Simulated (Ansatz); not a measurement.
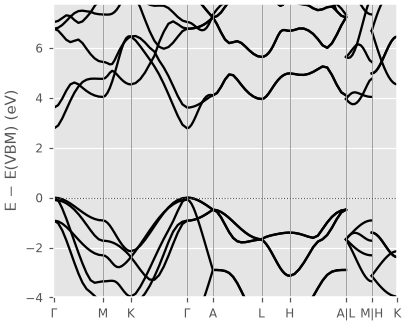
Band structure from plane-wave PAW r²SCAN (Ansatz code)

Question: Read off the gap and where the band edges lie.

Answer: About 2.8 eV (2.78 eV by a search for the band edges); maximum at Γ, minimum at Γ.

Question: Which of these materials gives this?
A) LuCl3, P6_3/mmc (Lu on 2d, Cl on 6h)
B) BAs, wurtzite
C) ZnS, wurtzite

Answer: C, ZnS, wurtzite

Space group P6_3mc (wurtzite). The cell was relaxed with r²SCAN under the symmetry of its start.

Potentials: the later of the program's two PAW sets.
